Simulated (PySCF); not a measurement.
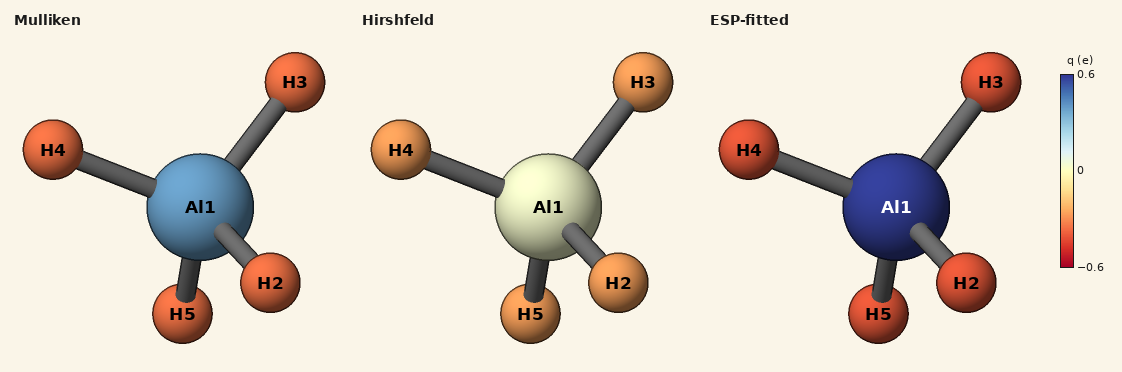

Atomic charges of one calculation by 3 schemes, on one colour scale. State: charge −1, singlet. Computed geometry: GFN2-xTB optimisation. No frequency run is at hand to confirm it as a minimum. Computed with PBE0/pcSseg-1 (PySCF 2.14.0).

Question. Which scheme gives the most polar picture (largest mean size of the charges)?

Answer. The ESP-fitted charges are the largest in size here, and the Hirshfeld charges the smallest.

List the charges (e), one line for each set of equivalent atoms.

```tsv
atom	Mulliken	Hirshfeld	ESP-fitted
Al1	0.38	0.03	0.58
H2, H3, H4…	−0.35	−0.26	−0.40
```

The geometry is semi-empirical. Around Al such bond lengths and angles can be off by a tenth of an ångström or more and by several degrees, and values that hang on the shape move with them.
